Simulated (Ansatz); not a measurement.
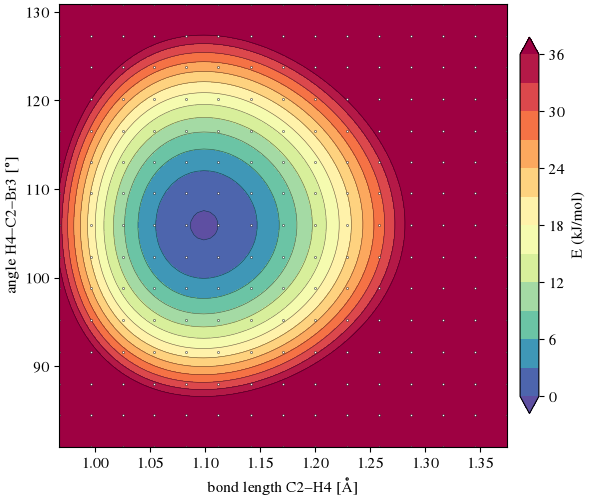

CHBrLi, SMILES [Li][CH+]Br, charge +1. Coordinates scanned: (1) bond length C2–H4; (2) angle H4–C2–Br3. Nothing is relaxed (all other coordinates rigid). The scan uses a 15 × 15 grid. Points are written as (first, second). All energies are given in kJ/mol relative to the lowest grid point. Method: RKS r2SCAN-D4/def2-TZVP (Ansatz 0.2.0).

In the figure: filled contours, dots at the grid points, one colour for all values above the top of the scale. Between grid points the surface is interpolated.

### Where is the minimum, and how stiff is the well along each coordinate?

The interpolated minimum is at bond length C2–H4 ≈ 1.099 Å, angle H4–C2–Br3 ≈ 105.9°. The curvatures there are about 32 eV/Å² and 6 eV/rad², with a cross term of about 0 eV/(Å·rad). Round the minimum the two coordinates are nearly uncoupled. (1 eV is 96.5 kJ/mol.)
